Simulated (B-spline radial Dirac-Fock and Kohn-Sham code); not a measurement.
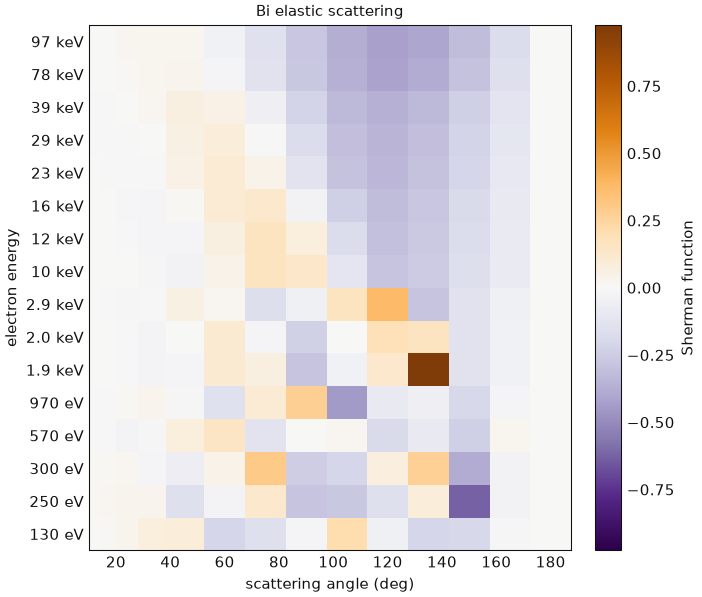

A map of the Sherman function for elastic electron scattering over angle and energy (one row an energy, not to scale). System: neutral Bi. Level of theory: Dirac partial waves in the static Dirac–Fock field with Furness–McCarthy exchange, no polarisation or absorption; calculated with a B-spline radial code.

Where on the map is the spin polarisation largest?

The largest polarisation on this grid is S = 0.98 at 1.85 keV and 135°. At the highest energy, 97.2 keV, the extreme is −0.43 near 120°. The model is rough under about 200 eV.
